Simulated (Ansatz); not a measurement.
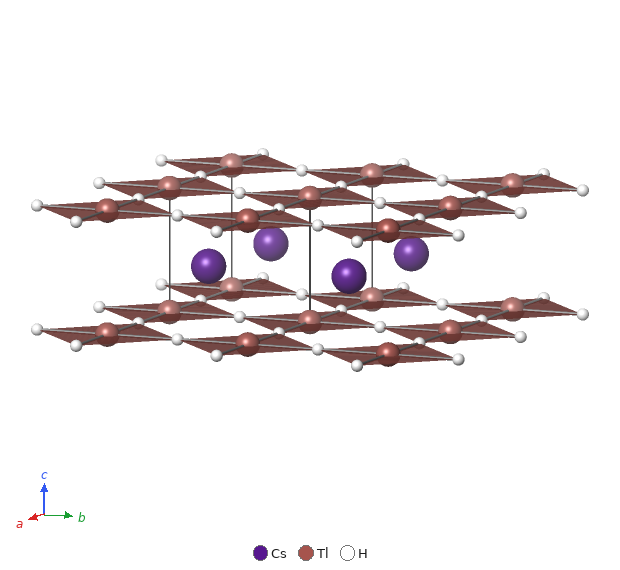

Polyhedra are drawn about Tl (bonds: H–Tl below 2.7 Å); other atoms are plain spheres.

The compound is CsTlH₂ (space group P4/mmm, No. 123), taken as the end point of a relaxation with DFT PBE, scalar-relativistic, plane waves, PAW in Ansatz; the starting structure was generated, so it need not be a known form of this composition.

What figure surrounds each Tl atom, and what does it share with the other drawn polyhedra?

Tl: TlH4 square, sharing corners with four neighbours.

What is the connectivity of the polyhedra: isolated, groups, chains, layers or framework?

They form layers of corner-sharing squares parallel to (001). Their corner atoms also have Cs as close neighbours (those links are not drawn).

How far apart are the centres of linked polyhedra?

Centre to centre across a shared corner: 4.83 Å.
